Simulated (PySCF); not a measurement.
# C5H4FN, SMILES `N#CC1=CC1CF`: electronic structure

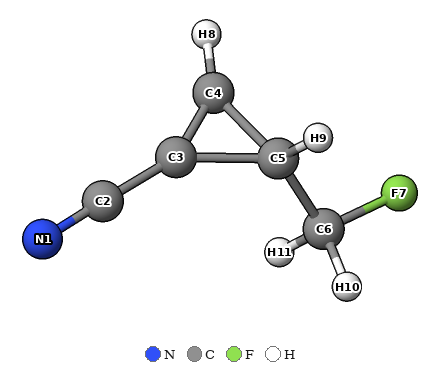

The molecule, with its atoms numbered as below. No frequency check shows the geometry to be a minimum.

Geometry (Å), atoms numbered from 1:

```
N1      -3.1437   -0.6884   -0.0831
C2      -2.1183   -0.1728   -0.0296
C3      -0.8801    0.4222    0.0432
C4      -0.0397    1.3982   -0.1990
C5       0.5338    0.2447    0.5562
C6       1.4584   -0.7332   -0.1303
F7       2.7481   -0.2515   -0.1180
H8       0.1569    2.3494   -0.6270
H9       0.7249    0.3523    1.6203
H10      1.4828   -1.6976    0.3889
H11      1.1841   -0.8763   -1.1812
```

Part 1: Removing or adding an electron

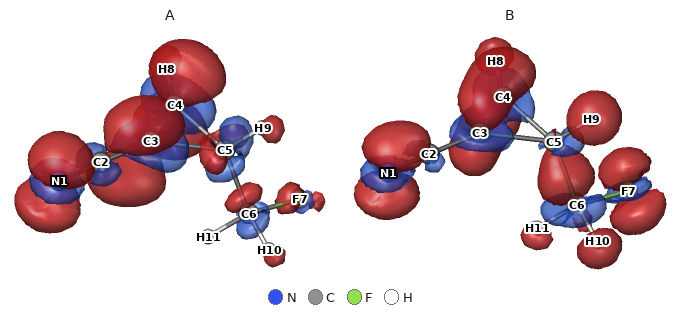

The two Fukui functions at ±0.03 e/Å³ (red positive, blue negative).

Level of theory: BLYP/cc-pVDZ (PySCF), at a geometry from GFN2-xTB.

Question: Which panel is f⁻ (electron removed) and which f⁺ (electron added)?

Answer: A is f⁺, B is f⁻. f⁻ (Hirshfeld-condensed) is largest on N1 (0.18), C4 (0.15) and F7 (0.12); the vertical ionisation energy is 9.57 eV. f⁺ (Hirshfeld-condensed) is largest on N1 (0.21), C4 (0.20) and C3 (0.14); the vertical electron affinity is −0.41 eV (the stability of the anion's solution wasn't checked; negative, but this basis has no diffuse functions, so it doesn't show that the anion is unbound).

Question: What chemical potential and hardness follow from the two energies?

Answer: μ = −(I + A)/2 = −4.58 eV and η = I − A = 9.98 eV.

Part 2: Localised orbitals

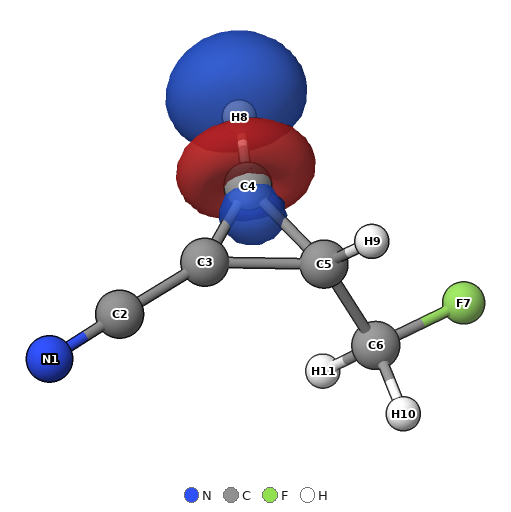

Intrinsic bond orbitals (IBO), occupied and valence-virtual; each surface holds about 80 % of the orbital's density. Energies are diagonal elements of the Fock matrix.

Computed with PySCF, B3LYP/6-31+G*, geometry: GFN2-xTB.

Question: What does this orbital represent?

Answer: σ* orbital H8–C4 (H8 60 %, C4 39 %; 9.6 eV).

Part 3: Magnetic shielding

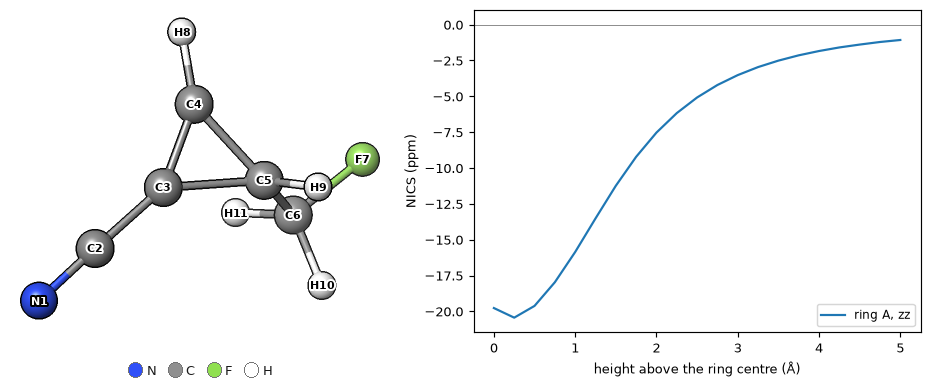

GIAO NICS scans along the ring normals; ring A: 3-membered ring C3/C4/C5.

Question: What does each scan say about the ring current?

Answer: Ring A is shielded above its centre; in a three-membered ring σ bonds weigh heavily, so the values alone don't measure π aromaticity: NICSzz reaches −20.4 ppm at 0.25 Å; NICS(0) = −29.9, NICS(1) = −7.2 and −6.0, NICS(1)zz = −15.9 and −13.2 (two faces) ppm.

Part 4: Stretching a bond

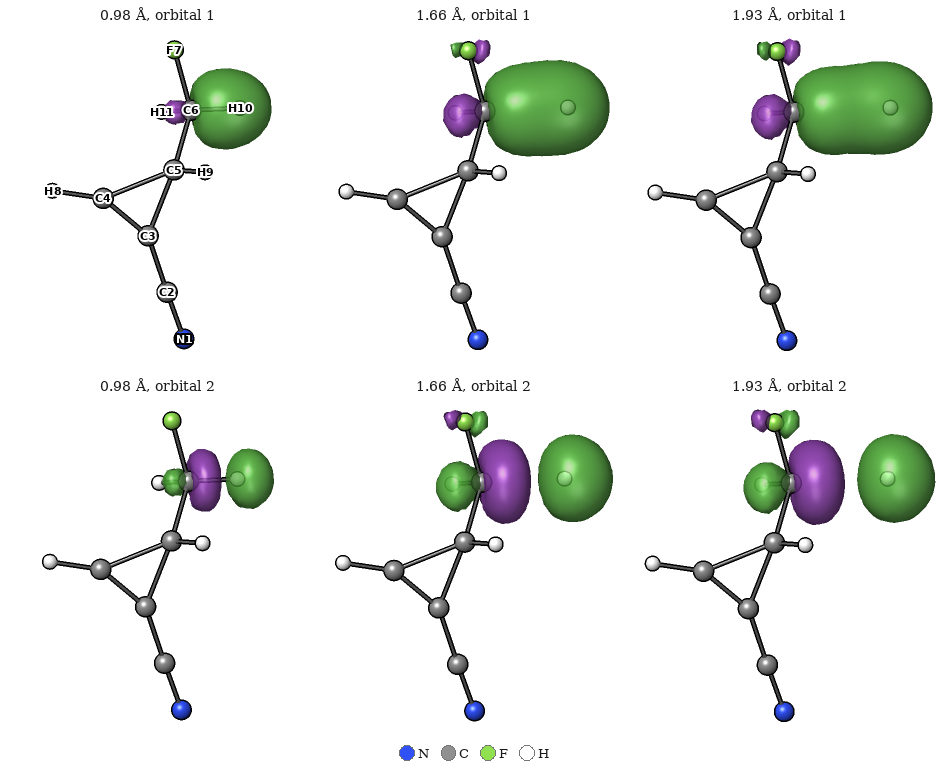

Rigid stretch of the C6–H10 bond. The two CASSCF(2,2) natural orbitals nearest half filling (orbital 1 the more occupied).

Method: 6-31G* basis; geometry: GFN2-xTB; program: PySCF.

Question: How do the occupations change along the stretch?

Answer: 0.98 Å: 1.99 and 0.01; 1.66 Å: 1.90 and 0.10; 1.93 Å: 1.81 and 0.19. At the longest distance computed (3.00 Å) they are 1.27 and 0.73, and the effective number of unpaired electrons is 1.7.

UHF's ⟨S²⟩ passes 1 along the scan (up to 1.32), so it also polarises electrons outside the stretched bond; its energy lowering isn't due to that bond alone.

UHF already breaks spin symmetry near equilibrium here (⟨S²⟩ = 0.34 at 1.07 Å), for reasons apart from this bond.

Question: How much energy does the stretch cost?

Answer: By CASSCF, 4.2 eV from the lowest point of the scan (1.07 Å) to 3.00 Å; RHF gives 7.4 eV from its own lowest point. The fragments aren't relaxed and dynamic correlation is missing, so this isn't a bond dissociation energy.

The PySCF runs shown took 8.6 min, 30 s, 62 s and 11 min on 1 thread of Arm Neoverse V1, on a shared host.
